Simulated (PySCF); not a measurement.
**Yb(SH)3: forces at shaken geometries**

How stiff is Yb(SH)3? Its atoms are displaced at random by several amounts. The structure is generated, not taken from experiment.

Computed with PySCF 2.14.0. Level: B3LYP, Yb lcecp-1-SVP with ECP59, S def2-SVP, H def2-SVP; scalar-relativistic core potentials, no spin–orbit coupling.

2 further runs of the same task are left out: 2 for a known fault of the program.

### 1 The starting structure

7 atoms, charge 0, spin multiplicity 1.

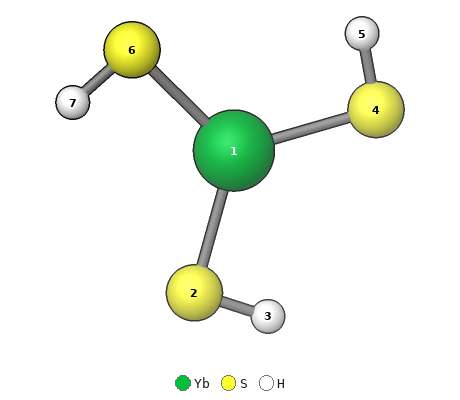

The geometry (ytterbium green, sulfur yellow, hydrogen white); atoms are numbered from 1 in the order of the file.

As a file:

```xyz
7
charge 0, multiplicity 1
Yb    0.0000    0.0000    0.8594
S     2.5103   -0.4412    0.8778
H     2.8358    0.8769    0.8872
S    -0.8730    2.3946    0.8778
H    -2.1773    2.0174    0.8872
S    -1.6372   -1.9533    0.8778
H    -0.6585   -2.8943    0.8872
```

Formal oxidation states: Yb +3. Each metal's 13 4f electrons lie in its core potential, so multiplicities, spins and levels count the valence alone. An earlier session relaxed this geometry at B3LYP, Yb lcecp-1-SVP with ECP59, S def2-SVP, H def2-SVP (singlet, point group C3).

Its energy there is -1235.640715 Eh.

### 2 Atoms moved at random, σ = 0.15 Å

File run.py (the lines that set the calculation):

```python
mol = gto.M(atom='''
Yb    -0.17726    -0.05956     0.89532
S      2.30368    -0.33765     0.76482
H      2.75061     0.73432     0.94200
S     -0.89872     2.24932     0.94099
H     -1.85448     1.98915     0.92710
S     -1.42501    -1.80680     0.94435
H     -0.69882    -2.76877     0.73969''',
    basis={'Yb': 'lcecp-1-SVP', 'S': 'def2-SVP', 'H': 'def2-SVP'},
    ecp={'Yb': 'lcecp-1-SVP'},
    charge=0, spin=0)
mf = dft.RKS(mol, xc='B3LYP')
mf.grids.atom_grid = (50, 194)  # f atoms: unpruned, at least (60, 302)
mf = mf.density_fit()  # fitting sets: Yb AutoAux, S def2-universal-JKFIT, H def2-universal-JKFIT
mf.conv_tol = 1e-08; mf.max_cycle = 55
mf.kernel(dm0)  # dm0: the density of the relaxed state
```

Started as:

```console
OMP_NUM_THREADS=2 python run.py
```

The program printed:

```text
init E= -1235.80744908327
  HOMO = -0.209466882104685  LUMO = -0.0412664230591098  gap/eV = 4.57697
cycle= 1 E= -1235.41728243823  delta_E= 0.39  |g|= 0.147  |ddm|= 0.965
  HOMO = -0.248412574088673  LUMO = -0.0792797949682829  gap/eV = 4.60234
cycle= 2 E= -1235.41562854128  delta_E= 0.00165  |g|= 0.163  |ddm|= 0.476
  HOMO = -0.256811063632192  LUMO = -0.0919552688249894  gap/eV = 4.48595
cycle= 3 E= -1235.4243643613  delta_E= -0.00874  |g|= 0.0317  |ddm|= 0.273
  HOMO = -0.257743508691794  LUMO = -0.0883118417602056  gap/eV = 4.61047
cycle= 4 E= -1235.42469966178  delta_E= -0.000335  |g|= 0.00719  |ddm|= 0.0534
  HOMO = -0.256642680288962  LUMO = -0.0886611401019195  gap/eV = 4.57101
cycle= 5 E= -1235.42471509814  delta_E= -1.54e-05  |g|= 0.00251  |ddm|= 0.0136
  HOMO = -0.257056162175497  LUMO = -0.0885598171050717  gap/eV = 4.58502
cycle= 6 E= -1235.4247172181  delta_E= -2.12e-06  |g|= 0.000424  |ddm|= 0.00429
  HOMO = -0.256990218155116  LUMO = -0.0885618062413158  gap/eV = 4.58317
cycle= 7 E= -1235.42471728828  delta_E= -7.02e-08  |g|= 0.000117  |ddm|= 0.000881
  HOMO = -0.256993675705371  LUMO = -0.0885598044544871  gap/eV = 4.58332
cycle= 8 E= -1235.4247172932  delta_E= -4.92e-09  |g|= 2.22e-05  |ddm|= 0.000191
  HOMO = -0.256993485229593  LUMO = -0.0885601785779393  gap/eV = 4.58330
Extra cycle  E= -1235.42471729325  delta_E= -5.28e-11  |g|= 2.04e-05  |ddm|= 5.88e-05
converged SCF energy = -1235.42471729325
```

Run time: 3.8 s. Hardware: 2 threads of Arm Neoverse V2, shared host.

Read off: E = -1235.424717 Eh (+5.878 eV from the relaxed state), HOMO -6.99 eV, LUMO -2.41 eV, Mulliken charge on Yb1 +0.51 e, largest force component 25.347 eV/Å. 

```tsv
atom	Fx	Fy	Fz (eV/Å)
Yb1	5.645	5.599	-0.180
S2	-2.165	-7.173	-1.154
H3	2.694	6.869	1.103
S4	24.311	8.164	0.410
H5	-25.347	-6.502	-0.344
S6	-7.943	-3.122	0.922
H7	2.805	-3.835	-0.755
```

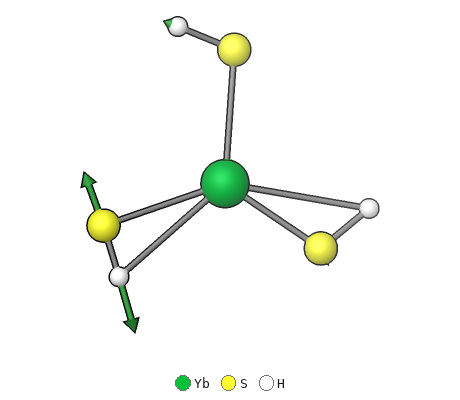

Forces as arrows, the longest for the largest force.

### 3 Atoms moved at random, σ = 0.1 Å

File run.py (the lines that set the calculation):

```python
mol = gto.M(atom='''
Yb    -0.10123    -0.11172     0.90593
S      2.48173    -0.45429     0.85447
H      2.70412     0.92264     0.73915
S     -0.86858     2.34687     0.97351
H     -1.96251     1.83561     0.98109
S     -1.67360    -1.79482     0.81746
H     -0.57994    -2.74430     0.88267''',
    basis={'Yb': 'lcecp-1-SVP', 'S': 'def2-SVP', 'H': 'def2-SVP'},
    ecp={'Yb': 'lcecp-1-SVP'},
    charge=0, spin=0)
mf = dft.RKS(mol, xc='B3LYP')
mf.grids.atom_grid = (50, 194)  # f atoms: unpruned, at least (60, 302)
mf = mf.density_fit()  # fitting sets: Yb AutoAux, S def2-universal-JKFIT, H def2-universal-JKFIT
mf.conv_tol = 1e-08; mf.max_cycle = 55
mf.kernel(dm0)  # dm0: the density of the relaxed state
```

Started as:

```console
OMP_NUM_THREADS=2 python run.py
```

The program printed:

```text
init E= -1235.64959313697
  HOMO = -0.261550095163499  LUMO = -0.103236877571131  gap/eV = 4.30792
cycle= 1 E= -1235.60118823219  delta_E= 0.0484  |g|= 0.101  |ddm|= 0.513
  HOMO = -0.238462106190587  LUMO = -0.0971284258016532  gap/eV = 3.84589
cycle= 2 E= -1235.60016131223  delta_E= 0.00103  |g|= 0.12  |ddm|= 0.328
  HOMO = -0.25605977936279  LUMO = -0.0991893724282633  gap/eV = 4.26866
cycle= 3 E= -1235.60503884026  delta_E= -0.00488  |g|= 0.0117  |ddm|= 0.171
  HOMO = -0.255727008756371  LUMO = -0.0993526218714891  gap/eV = 4.25516
cycle= 4 E= -1235.60507701425  delta_E= -3.82e-05  |g|= 0.00342  |ddm|= 0.0204
  HOMO = -0.256199453990833  LUMO = -0.0995514810333376  gap/eV = 4.26261
cycle= 5 E= -1235.60508109014  delta_E= -4.08e-06  |g|= 0.000894  |ddm|= 0.00592
  HOMO = -0.256174862197936  LUMO = -0.0994175770857595  gap/eV = 4.26558
cycle= 6 E= -1235.60508133224  delta_E= -2.42e-07  |g|= 0.00044  |ddm|= 0.00209
  HOMO = -0.256153955752831  LUMO = -0.0994587420192694  gap/eV = 4.26389
cycle= 7 E= -1235.60508140478  delta_E= -7.25e-08  |g|= 9.87e-05  |ddm|= 0.000791
  HOMO = -0.256161555429431  LUMO = -0.0994566922062994  gap/eV = 4.26416
cycle= 8 E= -1235.60508140822  delta_E= -3.44e-09  |g|= 3.32e-05  |ddm|= 0.000198
  HOMO = -0.25615207337484  LUMO = -0.0994575368274937  gap/eV = 4.26388
Extra cycle  E= -1235.60508140802  delta_E= 1.95e-10  |g|= 4.18e-05  |ddm|= 0.000111
converged SCF energy = -1235.60508140802
```

It took 3.9 s on 2 threads of Arm Neoverse V2, shared host.

Read off: E = -1235.605081 Eh (+0.970 eV from the relaxed state), HOMO -6.97 eV, LUMO -2.71 eV, Mulliken charge on Yb1 +0.63 e, largest force component 5.340 eV/Å. 

```tsv
atom	Fx	Fy	Fz (eV/Å)
Yb1	3.228	3.334	0.145
S2	-0.227	0.737	-0.089
H3	-0.222	-0.916	0.102
S4	5.124	1.860	-0.057
H5	-5.340	-2.151	0.041
S6	-1.240	-3.966	-0.045
H7	-1.322	1.103	-0.097
```

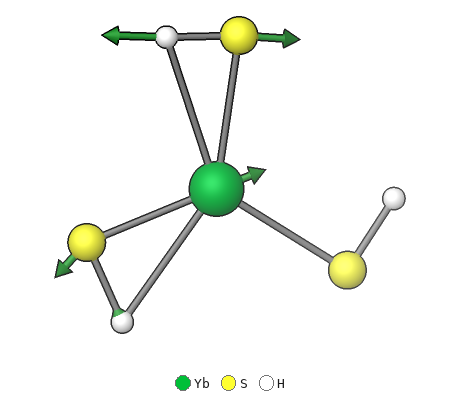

Forces as arrows, the longest for the largest force.

### 4 Atoms moved at random, σ = 0.03 Å

File run.py (the lines that set the calculation):

```python
mol = gto.M(atom='''
Yb     0.01345     0.00523     0.87950
S      2.51282    -0.41255     0.87944
H      2.82551     0.91161     0.90335
S     -0.85535     2.35608     0.88053
H     -2.18118     1.98306     0.91879
S     -1.68050    -1.94619     0.81966
H     -0.63475    -2.89723     0.87300''',
    basis={'Yb': 'lcecp-1-SVP', 'S': 'def2-SVP', 'H': 'def2-SVP'},
    ecp={'Yb': 'lcecp-1-SVP'},
    charge=0, spin=0)
mf = dft.RKS(mol, xc='B3LYP')
mf.grids.atom_grid = (50, 194)  # f atoms: unpruned, at least (60, 302)
mf = mf.density_fit()  # fitting sets: Yb AutoAux, S def2-universal-JKFIT, H def2-universal-JKFIT
mf.conv_tol = 1e-08; mf.max_cycle = 55
mf.kernel(dm0)  # dm0: the density of the relaxed state
```

Started as:

```console
OMP_NUM_THREADS=2 python run.py
```

The program printed:

```text
init E= -1235.62050918316
  HOMO = -0.270834392347923  LUMO = -0.105538698428848  gap/eV = 4.49792
cycle= 1 E= -1235.63790781893  delta_E= -0.0174  |g|= 0.0397  |ddm|= 0.145
  HOMO = -0.254643193934906  LUMO = -0.0998383884045602  gap/eV = 4.21245
cycle= 2 E= -1235.63781277309  delta_E= 9.5e-05  |g|= 0.0458  |ddm|= 0.128
  HOMO = -0.262712599868856  LUMO = -0.0994557273165881  gap/eV = 4.44245
cycle= 3 E= -1235.6385459907  delta_E= -0.000733  |g|= 0.0055  |ddm|= 0.0684
  HOMO = -0.262630556389168  LUMO = -0.0999521928663079  gap/eV = 4.42670
cycle= 4 E= -1235.63855532085  delta_E= -9.33e-06  |g|= 0.00164  |ddm|= 0.00939
  HOMO = -0.262859550528226  LUMO = -0.0998367344465088  gap/eV = 4.43608
cycle= 5 E= -1235.6385562023  delta_E= -8.81e-07  |g|= 0.000658  |ddm|= 0.00315
  HOMO = -0.262893310562441  LUMO = -0.0999014686429547  gap/eV = 4.43523
cycle= 6 E= -1235.63855635318  delta_E= -1.51e-07  |g|= 0.000178  |ddm|= 0.00123
  HOMO = -0.262880902369741  LUMO = -0.0998807206411101  gap/eV = 4.43546
cycle= 7 E= -1235.63855636534  delta_E= -1.22e-08  |g|= 3.79e-05  |ddm|= 0.000328
  HOMO = -0.262880395638289  LUMO = -0.0998838462415428  gap/eV = 4.43536
cycle= 8 E= -1235.63855636592  delta_E= -5.72e-10  |g|= 8.48e-06  |ddm|= 6.98e-05
  HOMO = -0.262879112024094  LUMO = -0.0998838742360064  gap/eV = 4.43533
Extra cycle  E= -1235.63855636591  delta_E= 3.41e-12  |g|= 9.72e-06  |ddm|= 2.53e-05
converged SCF energy = -1235.63855636591
```

Run time: 3.8 s. Hardware: 2 threads of Arm Neoverse V2, shared host.

It gives: E = -1235.638556 Eh (+0.059 eV from the relaxed state), HOMO -7.15 eV, LUMO -2.72 eV, Mulliken charge on Yb1 +0.72 e, largest force component 1.144 eV/Å. 

```tsv
atom	Fx	Fy	Fz (eV/Å)
Yb1	-0.293	-0.594	-0.015
S2	0.181	0.047	0.003
H3	-0.016	-0.073	-0.001
S4	-0.577	0.302	0.021
H5	0.469	0.105	-0.020
S6	1.144	-0.577	0.063
H7	-0.908	0.790	-0.051
```

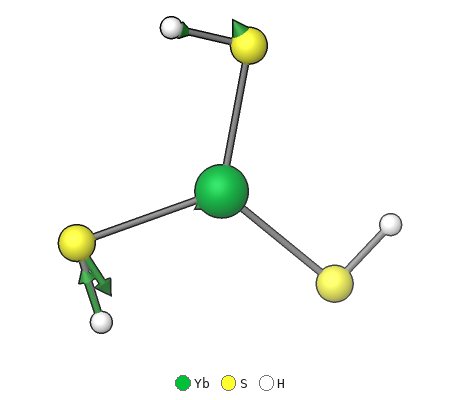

Forces as arrows, the longest for the largest force.

### 5 The displacements side by side

| σ (Å) | energy rise (eV) | harmonic estimate −½ F·u (eV) | largest force component (eV/Å) |
| --- | --- | --- | --- |
| 0.15 | 5.878 | 7.508 | 25.35 |
| 0.1 | 0.970 | 1.032 | 5.34 |
| 0.03 | 0.059 | 0.058 | 1.14 |

Every displacement raises the energy. For a harmonic well the rise equals −½ F·u; the two differ by at most 28 % here (a move with σ = 0.15 Å), from anharmonicity, the grid and the small forces left at the relaxed point. These are double-zeta-type bases without diffuse functions. Spin–orbit coupling is left out.
